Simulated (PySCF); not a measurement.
**CH11NSSi3: geometry relaxation**

The run: geometry relaxation of CH11NSSi3, SMILES [SiH3]NC([SiH3])([SiH3])S. Method and program: PBE0-D3(BJ)/def2-SVP geometry optimisation, gas phase (PySCF 2.14.0).

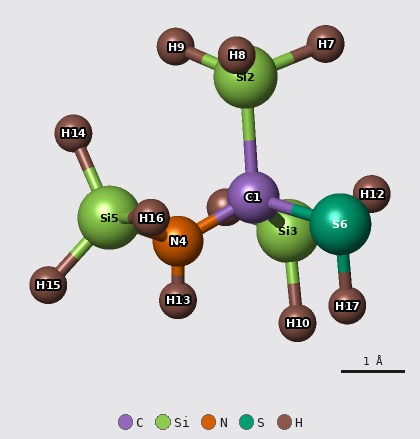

Fig. 1: The structure as given in the input (ball-and-stick view, seen at a tilt; atoms are numbered from 1 in the order of the input).

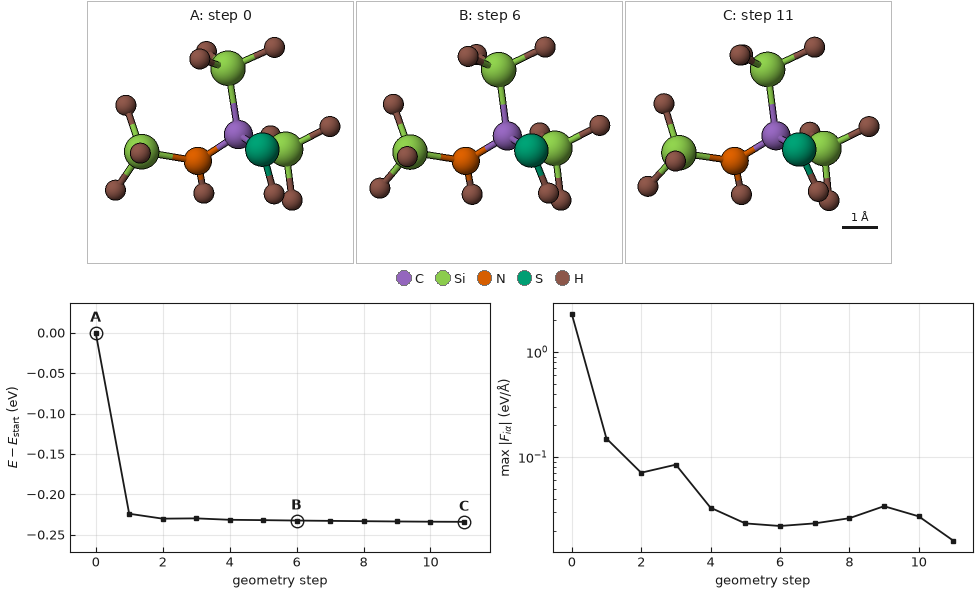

Fig. 2: Frames of the relaxation (ball-and-stick view, seen at a tilt) above the curves, on which the letters mark them (steps are counted from 0).

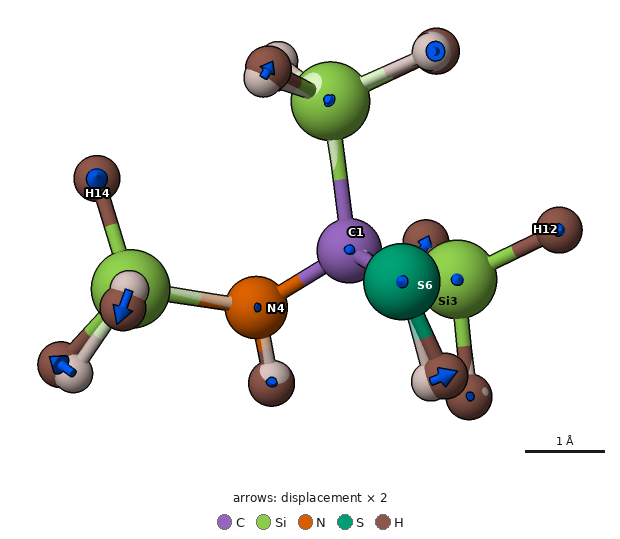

Fig. 3: Start (faint) and end (solid) with the displacements as blue arrows, magnified 2 times (ball-and-stick view, seen at a tilt). The two geometries are laid on each other by the best rigid fit. The largest moves after the best rigid fit, 0.24 Å, are those of H15 and H16. By element the largest moves are H 0.24 Å, Si 0.08 Å, S 0.08 Å, C 0.06 Å, N 0.04 Å. Among the contacts that change: Si2–H8 1.445 → 1.494 Å, Si3–H11 1.448 → 1.495 Å, N4–H13 0.971 → 1.018 Å, Si5–H15 1.451 → 1.492 Å. Among the angles that change: Si2–C1–Si3 112.0° → 106.9°, N4–C1–S6 112.0° → 115.6°, N4–Si5–H15 102.2° → 105.7°. After 11 geometry steps the energy has fallen by 0.234 eV. Largest force component: 2.3 eV/Å at the start, 0.016 eV/Å at the end. (Atoms are counted from 1 in the order of the input.)

These pictures come from the run below.

The input
```
{"job": {"xc": "PBE0", "basis": "def2-SVP", "d3": "d3bj", "grid": 2, "kind": "geom", "shake": 0.01}, "charge": 0, "multiplicity": 1}
C      0.323961     0.116630     0.299636
Si    -1.226414    -0.004163     1.442632
Si     1.173949     1.827555     0.424996
N      0.067455    -0.154208    -1.072003
Si    -0.985884    -1.418574    -1.694589
S      1.487049    -1.120626     1.047419
H     -0.778061     0.458842     2.763675
H     -1.644540    -1.385065     1.519408
H     -2.271179     0.870502     0.926555
H      2.382821     1.742487    -0.413854
H      0.289575     2.862880    -0.066659
H      1.595531     2.068075     1.822907
H      0.794428     0.075448    -1.673484
H     -2.364932    -1.090888    -1.258081
H     -0.791867    -1.302577    -3.128027
H     -0.621457    -2.745607    -1.225869
H      2.560052    -0.800912     0.305429
```

The first line tells a small driver script what to run in PySCF; the rest is the geometry in Å.

Command:
```bash
OMP_NUM_THREADS=1 python <driver script> task.json out
```

Output
```
step   0  E = -1365.04614066  max force = 0.044831
step   1  E = -1365.05437383  max force = 0.002921
step   2  E = -1365.05459799  max force = 0.001381
step   3  E = -1365.05458440  max force = 0.001648
step   4  E = -1365.05464917  max force = 0.000642
step   5  E = -1365.05466494  max force = 0.000454
step   6  E = -1365.05468377  max force = 0.000429
step   7  E = -1365.05469839  max force = 0.000456
step   8  E = -1365.05471242  max force = 0.000509
step   9  E = -1365.05472567  max force = 0.000664
step  10  E = -1365.05473618  max force = 0.000531
step  11  E = -1365.05474196  max force = 0.000312
optimisation converged
```

Trajectory as extended XYZ (Å, eV, eV/Å), 6 of the 12 frames kept, from step=0 to step=11
```
17
Properties=species:S:1:pos:R:3:forces:R:3 step=0 energy=-37144.79747
C     0.3240    0.1166    0.2996    0.2275   0.0568   0.1534
Si   -1.2264   -0.0042    1.4426    1.1000   0.6595  -0.2701
Si    1.1740    1.8276    0.4250   -0.0308  -0.9825   0.6588
N     0.0675   -0.1542   -1.0720   -2.3053  -0.6805   0.7584
Si   -0.9859   -1.4186   -1.6946    0.2800   1.0154   0.6313
S     1.4870   -1.1206    1.0474    0.0134  -0.2872   0.5057
H    -0.7781    0.4588    2.7637    0.0270   0.1126   0.4270
H    -1.6445   -1.3851    1.5194   -0.3798  -0.8992   0.0282
H    -2.2712    0.8705    0.9266   -0.5520   0.3408  -0.2373
H     2.3828    1.7425   -0.4138    0.3213  -0.0079  -0.3509
H     0.2896    2.8629   -0.0667   -0.5080   0.7317  -0.2978
H     1.5955    2.0681    1.8229    0.0125   0.1868   0.2006
H     0.7944    0.0755   -1.6735    1.8319   0.6149  -1.3892
H    -2.3649   -1.0909   -1.2581   -0.2523  -0.1011  -0.0406
H    -0.7919   -1.3026   -3.1280   -0.0810  -0.0631  -0.8373
H    -0.6215   -2.7456   -1.2259    0.0771  -0.8001   0.2076
H     2.5600   -0.8009    0.3054    0.2184   0.1032  -0.1479
17
Properties=species:S:1:pos:R:3:forces:R:3 step=2 energy=-37145.02760
C     0.3796    0.0803    0.2968    0.0064   0.0280   0.0710
Si   -1.1682    0.0517    1.4265   -0.0168  -0.0263   0.0047
Si    1.1846    1.7980    0.4667    0.0088   0.0335  -0.0267
N     0.0769   -0.1656   -1.0848   -0.0312  -0.0049  -0.0149
Si   -0.9678   -1.4339   -1.6889   -0.0195  -0.0370  -0.0477
S     1.5384   -1.1458    1.0886    0.0025  -0.0134  -0.0260
H    -0.7692    0.5154    2.7861    0.0012   0.0107  -0.0015
H    -1.7040   -1.3414    1.5148    0.0051   0.0088   0.0104
H    -2.2144    0.9508    0.8581    0.0133   0.0143  -0.0088
H     2.3942    1.7694   -0.4207   -0.0011   0.0015   0.0198
H     0.2673    2.8731   -0.0226   -0.0147  -0.0161  -0.0064
H     1.5857    2.0904    1.8716    0.0134  -0.0172   0.0035
H     0.8368    0.0858   -1.7132    0.0065  -0.0012   0.0016
H    -2.3730   -1.1763   -1.2532    0.0076   0.0083   0.0065
H    -0.8676   -1.3532   -3.1751   -0.0012   0.0025  -0.0009
H    -0.5989   -2.8125   -1.2393    0.0106   0.0056   0.0001
H     2.6521   -0.7610    0.4211    0.0092   0.0028   0.0153
17
Properties=species:S:1:pos:R:3:forces:R:3 step=4 energy=-37145.02900
C     0.3777    0.0755    0.3021    0.0264  -0.0329  -0.0087
Si   -1.1680    0.0569    1.4341    0.0059   0.0133  -0.0081
Si    1.1834    1.7940    0.4642   -0.0330   0.0072   0.0113
N     0.0711   -0.1718   -1.0802   -0.0077   0.0222  -0.0270
Si   -0.9672   -1.4394   -1.7006    0.0276   0.0133   0.0205
S     1.5382   -1.1515    1.0895   -0.0186  -0.0190   0.0006
H    -0.7640    0.5349    2.7873   -0.0059   0.0022   0.0038
H    -1.7144   -1.3306    1.5387    0.0048   0.0067   0.0008
H    -2.2010    0.9639    0.8536   -0.0053  -0.0042   0.0009
H     2.3929    1.7703   -0.4213    0.0032  -0.0037  -0.0044
H     0.2535    2.8586   -0.0245    0.0087  -0.0001   0.0022
H     1.5888    2.0809    1.8691    0.0060   0.0050  -0.0007
H     0.8273    0.0890   -1.7098   -0.0051  -0.0095   0.0122
H    -2.3701   -1.1947   -1.2523   -0.0088  -0.0060   0.0038
H    -0.8719   -1.3338   -3.1855   -0.0046  -0.0017   0.0002
H    -0.5820   -2.8199   -1.2713   -0.0036  -0.0042  -0.0070
H     2.6582   -0.7569    0.4392    0.0100   0.0113  -0.0005
17
Properties=species:S:1:pos:R:3:forces:R:3 step=7 energy=-37145.03034
C     0.3757    0.0694    0.2972   -0.0090   0.0135   0.0034
Si   -1.1727    0.0683    1.4264   -0.0040  -0.0021   0.0048
Si    1.1842    1.7860    0.4698    0.0234  -0.0092  -0.0032
N     0.0649   -0.1618   -1.0878   -0.0089   0.0070   0.0109
Si   -0.9571   -1.4440   -1.7032   -0.0128  -0.0107  -0.0145
S     1.5211   -1.1722    1.0778    0.0005   0.0106  -0.0023
H    -0.7757    0.5677    2.7744    0.0037   0.0034  -0.0040
H    -1.7208   -1.3158    1.5540    0.0004  -0.0062   0.0049
H    -2.2046    0.9664    0.8302   -0.0015  -0.0049  -0.0026
H     2.3895    1.7625   -0.4227   -0.0042   0.0023  -0.0014
H     0.2567    2.8567   -0.0073   -0.0050   0.0027   0.0023
H     1.6040    2.0634    1.8726   -0.0043  -0.0015   0.0003
H     0.8197    0.1044   -1.7163    0.0147  -0.0052  -0.0021
H    -2.3526   -1.2422   -1.2107    0.0073   0.0030   0.0022
H    -0.9089   -1.3124   -3.1883   -0.0002   0.0018  -0.0006
H    -0.5305   -2.8242   -1.3136    0.0038   0.0014  -0.0005
H     2.6598   -0.7468    0.4797   -0.0040  -0.0058   0.0025
17
Properties=species:S:1:pos:R:3:forces:R:3 step=9 energy=-37145.03108
C     0.3700    0.0670    0.2963   -0.0341   0.0299  -0.0096
Si   -1.1796    0.0756    1.4249   -0.0042  -0.0151  -0.0003
Si    1.1867    1.7794    0.4723    0.0098  -0.0030  -0.0005
N     0.0617   -0.1560   -1.0915    0.0235  -0.0012  -0.0022
Si   -0.9478   -1.4445   -1.7157   -0.0098   0.0001   0.0022
S     1.5001   -1.1831    1.0797    0.0128  -0.0094   0.0139
H    -0.7866    0.6196    2.7569    0.0008   0.0044  -0.0017
H    -1.7088   -1.3116    1.5958    0.0033   0.0005   0.0011
H    -2.2252    0.9415    0.8053    0.0008   0.0002  -0.0011
H     2.3830    1.7562   -0.4321   -0.0020   0.0012   0.0011
H     0.2585    2.8567    0.0114   -0.0028  -0.0002   0.0011
H     1.6202    2.0464    1.8729   -0.0001  -0.0021   0.0004
H     0.8239    0.1068   -1.7133    0.0017  -0.0032   0.0005
H    -2.3324   -1.2762   -1.1828    0.0010   0.0002   0.0031
H    -0.9372   -1.2791   -3.1981    0.0003   0.0010   0.0007
H    -0.4883   -2.8259   -1.3698    0.0022   0.0003  -0.0018
H     2.6544   -0.7475    0.5202   -0.0032  -0.0038  -0.0068
17
Properties=species:S:1:pos:R:3:forces:R:3 step=11 energy=-37145.03152
C     0.3659    0.0693    0.2955   -0.0127   0.0050  -0.0103
Si   -1.1870    0.0767    1.4201   -0.0003  -0.0046  -0.0036
Si    1.1881    1.7783    0.4767   -0.0095   0.0031   0.0063
N     0.0674   -0.1532   -1.0943    0.0160  -0.0099  -0.0068
Si   -0.9410   -1.4418   -1.7212    0.0032   0.0083   0.0087
S     1.4878   -1.1855    1.0870    0.0058  -0.0068   0.0074
H    -0.8021    0.6596    2.7382   -0.0023   0.0010   0.0013
H    -1.6918   -1.3150    1.6244    0.0011   0.0032  -0.0005
H    -2.2462    0.9110    0.7811    0.0014   0.0031   0.0010
H     2.3795    1.7580   -0.4340    0.0020  -0.0002   0.0007
H     0.2592    2.8602    0.0274    0.0014  -0.0013  -0.0011
H     1.6275    2.0358    1.8771    0.0032  -0.0001  -0.0008
H     0.8379    0.1020   -1.7094   -0.0055   0.0023   0.0037
H    -2.3154   -1.2879   -1.1592   -0.0019  -0.0022   0.0014
H    -0.9567   -1.2576   -3.2014   -0.0016  -0.0002   0.0002
H    -0.4661   -2.8248   -1.4029   -0.0004  -0.0011  -0.0027
H     2.6455   -0.7597    0.5272    0.0002   0.0003  -0.0049
```

Key numbers

| quantity | value |
| --- | --- |
| outcome | converged |
| total energy | −1365.054742 hartree |
| dipole moment | 1.41 D |
| point group | C1 |
| hardware | 1 CPU thread, shared host |
| wall time | 3.8 min |
| peak memory | 0.87 GiB |
